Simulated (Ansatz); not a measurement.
# [NO2]+ (SMILES O=[N+]=O): HF/STO-3G

Aim: the vertical singlet–triplet gap of [NO2]+ at HF/STO-3G, from 2 runs. 

The calculation is run with Ansatz 0.2.0.

5 further runs of the same task are left out: 5 that didn't finish.

**1. The system as given**

[NO2]+ has 3 atoms, charge +1, and is taken as a singlet. As SMILES, `O=[N+]=O`. The shape is that of a PBE0-D4/def2-TZVP optimisation.

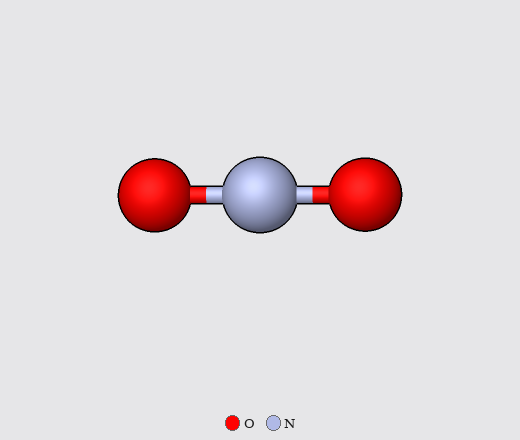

The structure, seen from a chosen angle (oxygen red, nitrogen light blue).

**2. The energy at HF/STO-3G**

The input, molecule.yaml:

```yaml
crystal:
  periodic: [false, false, false]
  atoms:
    - {symbol: O, position_ang: [-0.572980, 0.927020, -0.209580]}
    - {symbol: "N", position_ang: [-0.000010, -0.000010, -0.000000]}
    - {symbol: O, position_ang: [0.572990, -0.927010, 0.209580]}
basis:
  gaussian:
    orbitals: STO-3G
total_charge: 1
hamiltonian:
  xc: hf
output: {orbitals: {seedname: orbitals}}
accuracy: high
```

On the command line:

```sh
ansatz run molecule.yaml --threads 1 --pin off --max-ram 3480MiB --events-out events.jsonl --progress --plain --runs-dir runs
```

Standard output:

```text
Warning: RAYON_NUM_THREADS=1 ignored (pool sized by the plan → 1); use --threads N
Functional definition: HF
  name "HF"
  exchange = exact_x
  correlation = 0
251 factors; integrals over basis functions are off by at most 3.2e-8 eV
mean field evaluation 1: about -5464.0466 eV, gradient 3.9e1 eV
mean field evaluation 2: about -5464.1102 eV, gradient 3.9e1 eV
mean field evaluation 4: about -5467.4093 eV, gradient 7.5e-1 eV
mean field evaluation 8: about -5467.4081 eV, gradient 4.6e-6 eV
mean field -5467.40811102 eV, -200.9235421376 hartree, gradient 8.2e-8 eV, S^2 0.000000; 0 other end points of the search recorded, 0 dependent functions left out
reference -5467.40811102 eV, -200.9235421376 hartree; 11, 11 occupied and 4, 4 virtual orbitals, 251 factors
Total energy: -5467.40811102 eV, -200.9235421376 hartree
```

Run time: 0.06 s. Hardware: 1 thread of Arm Neoverse V2, shared host.

**3. The triplet**

The input, run.yaml:

```yaml
crystal:
  periodic: [false, false, false]
  atoms:
    - {symbol: O, position_ang: [-0.572980, 0.927020, -0.209580]}
    - {symbol: "N", position_ang: [-0.000010, -0.000010, -0.000000]}
    - {symbol: O, position_ang: [0.572990, -0.927010, 0.209580]}
basis:
  gaussian: {orbitals: STO-3G}
total_charge: 1
magnetization: {spin_polarized: true, initial_magnetization: 2}
hamiltonian: {xc: hf}
accuracy: high
output: {orbitals: {seedname: orbitals}}
```

On the command line:

```sh
ansatz run run.yaml --threads 1 --pin off --max-ram 3480MiB --events-out events.jsonl --progress --plain --runs-dir runs
```

Standard output (excerpt; [...] marks lines left out):

```text
Warning: RAYON_NUM_THREADS=1 ignored (pool sized by the plan → 1); use --threads N
Functional definition: HF
  name "HF"
[...]
251 factors; integrals over basis functions are off by at most 3.2e-8 eV
[...]
mean field -5464.36507692 eV, -200.8117126970 hartree, gradient 1.7e-8 eV, S^2 2.005143; 15 other end points of the search recorded, 0 dependent functions left out
reference -5464.36507692 eV, -200.8117126970 hartree; 12, 10 occupied and 3, 5 virtual orbitals, 251 factors
Total energy: -5464.36507692 eV, -200.8117126970 hartree
```

Run time: 2.3 s. Hardware: 1 thread of Arm Neoverse V2, shared host.

**4. Summary of results**

At HF/STO-3G:

| quantity | value |
| --- | --- |
| singlet: total energy | -200.92354 Eh |
| singlet: HOMO energy | -23.77 eV |
| singlet: LUMO energy | -5.98 eV |
| singlet: HOMO–LUMO gap | 17.79 eV |
| triplet: total energy | -200.81171 Eh |
| triplet: HOMO energy (highest over α and β) | -19.80 eV |
| triplet: LUMO energy (lowest over α and β) | -8.31 eV |
| triplet: ⟨S²⟩ | 2.005 |
| vertical energy of the triplet above the singlet | 3.043 eV |

At this shape the triplet lies 3.04 eV (70 kcal/mol) above the singlet. In a minimal basis such a difference can be off by several eV, whatever the method.
